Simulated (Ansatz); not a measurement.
```yaml
atoms:
  - { symbol: Cl, position_ang: [0.8791, -0.9704, 1.8051] }
  - { symbol: C, position_ang: [-0.2156, -0.4028, 0.5616] }
  - { symbol: Cl, position_ang: [-1.7964, -1.1589, 0.5763] }
  - { symbol: B, position_ang: [-0.1128, 1.0509, 0.0831] }
  - { symbol: C, position_ang: [0.3825, -0.0961, -0.8001] }
  - { symbol: H, position_ang: [-0.3044, 2.1961, 0.2988] }
  - { symbol: H, position_ang: [1.4505, -0.2685, -0.9106] }
  - { symbol: H, position_ang: [-0.1907, -0.4073, -1.6700] }
```

Geometry: PBE0-D4/def2-TZVP.

These are results of Ansatz, RKS PBE0-D4/def2-TZVPP, not measurements.

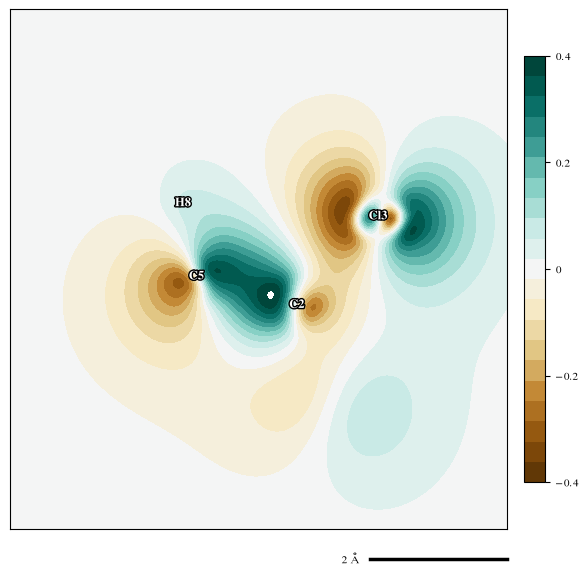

C2H3BCl2 (SMILES ClC1(Cl)BC1). The HOMO−1 on the plane of atoms Cl3, C2 and C5 (values in Å⁻³ᐟ²; the overall sign is arbitrary).

Q: Describe this orbital and give its energy.

A: By Hirshfeld shares it lies mainly on C5 (about 30 %), Cl1 (about 15 %), Cl3 (about 15 %), B4 (about 15 %) and C2 (about 10 %). Its energy is −8.48 eV.
